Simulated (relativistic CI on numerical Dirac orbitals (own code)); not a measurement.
```
atom Rh  Z=45  charge=2  electrons=43
nucleus A=103  rms_radius_fm=4.4945
hamiltonian dirac-coulomb  breit=on  qed=on  c_scale=1
orbitals kli  potential=per-configuration
slater_scale 0.8
correlation none
mixing on
configurations
  [Kr] 4d7
  [He] 2s2 2p5 3s2 3p6 3d10 4s2 4p6 4d8
end
absorption L2,3 T=300 lorentz=1.6 gauss=0.5
crystal_field free
```

Multiplet model: relativistic Dirac–Coulomb–Breit theory, one configuration a step, Slater integrals scaled by 0.8, 300 K, Voigt broadening (Lorentzian 1.6 eV, Gaussian 0.5 eV full widths), computed with a radial Dirac CI code. Dichroism is for the ground state at zero temperature, magnetised by an exchange field of 10 meV on Sz (linear: z less the mean of x and y).

The L₂,₃ X-ray absorption spectrum that results, with the strongest transitions as sticks:

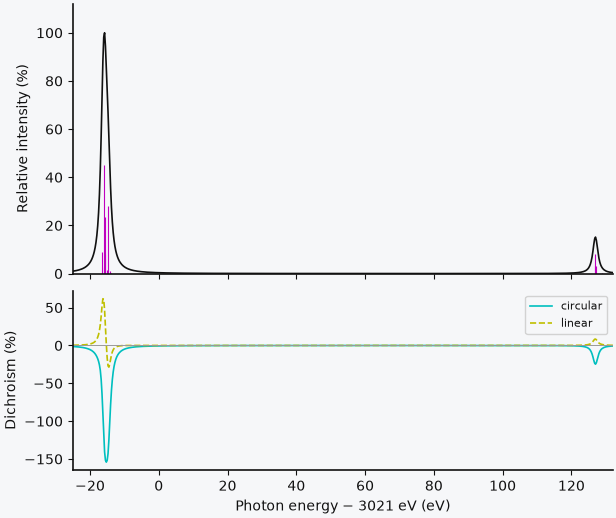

The main maxima lie at 3005.2 eV (100) and 3148.0 eV (15), heights in % of the largest; the centroid is at 3020.7 eV. The lower edge holds 0.89 of the intensity (branching ratio, edges parted at 3078 eV), and the core spin-orbit splitting of the orbitals is 147 eV. The ground state has S = 1.48. The circular dichroism (Δm = −1 less Δm = +1) is largest at 3005.8 eV, −154 % of the isotropic maximum; its integrals over the lower and upper edge are −0.445 and −0.059 of the sum over the three polarisations. The magnetised ground state has ⟨Lz⟩ = −3.02 and ⟨Sz⟩ = −1.48.

Caveat: free-ion energies, so absolute edge positions are off by a few eV from solids.
